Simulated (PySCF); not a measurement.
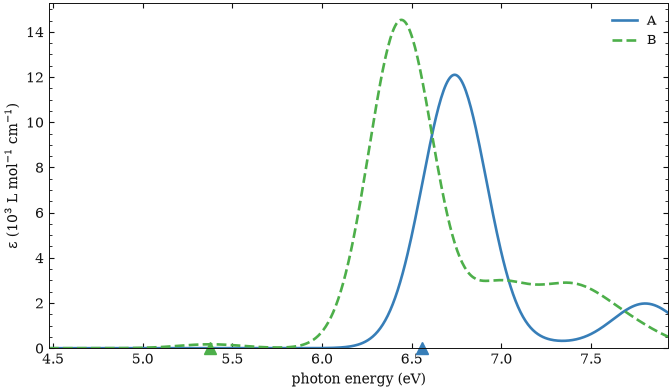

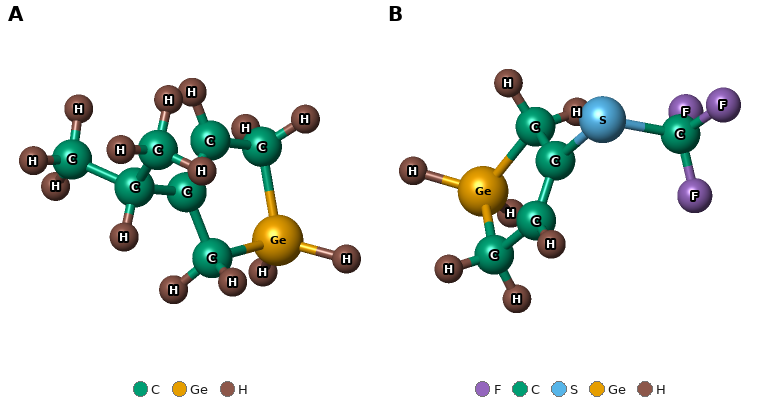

Related molecules: A is C₇H₁₄Ge, SMILES CC(C)C1=C[CH2][GeH2][CH2]1, singlet; B is C₅H₇F₃GeS, SMILES FC(F)(F)SC1=C[CH2][GeH2][CH2]1, singlet. Vertical TDDFT absorption, ωB97X-D/def2-SVPD, PySCF, at a PBE0-D3(BJ)/def2-SVP geometry (no frequency check); Gaussians of 1/e half-width 0.25 eV, triangles mark S1, and the range ends where the computed states of one molecule run out.

**How does the lowest singlet move?**

A: 6.56 eV (f = 0.006, mainly HOMO → LUMO (83 %)); B: 5.38 eV (f = 0.003, mainly HOMO → LUMO (80 %)). From A to B it shifts 1.18 eV to the red.

**And the brightest state of each within the range drawn?**

A: S2 at 6.74 eV, f = 0.18; B: S3 at 6.45 eV, f = 0.21.

Caveats, for all or some of the runs: core orbitals are frozen in the response; one conformer of a flexible molecule.
